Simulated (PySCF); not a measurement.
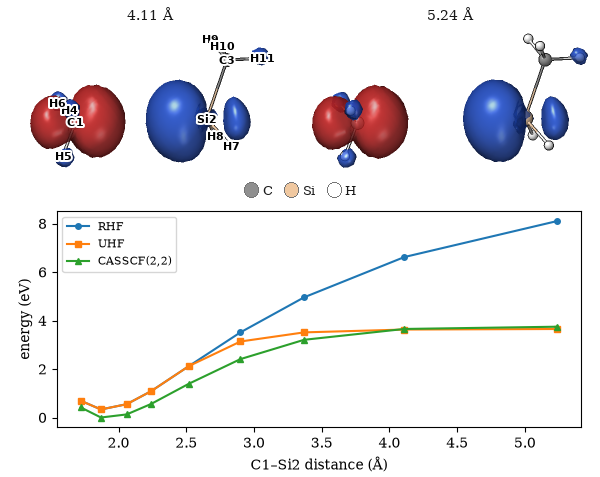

Figure. C2H8Si, SMILES `C[SiH2]C`. Rigid stretch of the C1–Si2 bond. Broken-symmetry UHF spin density at ±0.03 e/Å³ (red: α, blue: β). Below: energies along the scan, from the lowest point of the three curves.

Level of theory: 6-31G* basis (PySCF), at a geometry from GFN2-xTB. No frequency check shows the geometry to be a minimum.

Cartesian coordinates (Å):

```
C1      -1.5493    0.5266    0.0019
Si2      0.0000   -0.5714    0.0000
C3       1.5492    0.5266   -0.0020
H4      -1.5810    1.1682    0.8782
H5      -2.4543   -0.0734   -0.0089
H6      -1.5833    1.1680   -0.8743
H7       0.0006   -1.4231    1.1976
H8      -0.0007   -1.4232   -1.1975
H9       1.5809    1.1682   -0.8783
H10      1.5830    1.1684    0.8742
H11      2.4542   -0.0733    0.0089
```

> How does the broken-symmetry solution share the spin, and how far is it from a pure singlet?

At 5.24 Å excess α spin lies mostly on C1 and excess β on Si2; the two could be swapped at no cost. ⟨S²⟩ is 0.99 at 4.11 Å and 1.01 at 5.24 Å, against 0 for a pure singlet and 1 for an equal mix of singlet and triplet.

> Where does the UHF solution part from RHF?

Between 2.52 Å (⟨S²⟩ = 0, the two coincide) and 2.90 Å (⟨S²⟩ = 0.57); at 5.24 Å ⟨S²⟩ is 1.01 and UHF lies 4.5 eV below RHF.

> How much energy does the stretch cost?

By CASSCF, 3.7 eV from the lowest point of the scan (1.87 Å) to 5.24 Å; RHF gives 7.8 eV from its own lowest point. The fragments aren't relaxed and dynamic correlation is missing, so this isn't a bond dissociation energy.

Cost of the run: 94 s on 1 thread of Arm Neoverse V1, with other jobs on the host, peak memory 0.37 GiB.
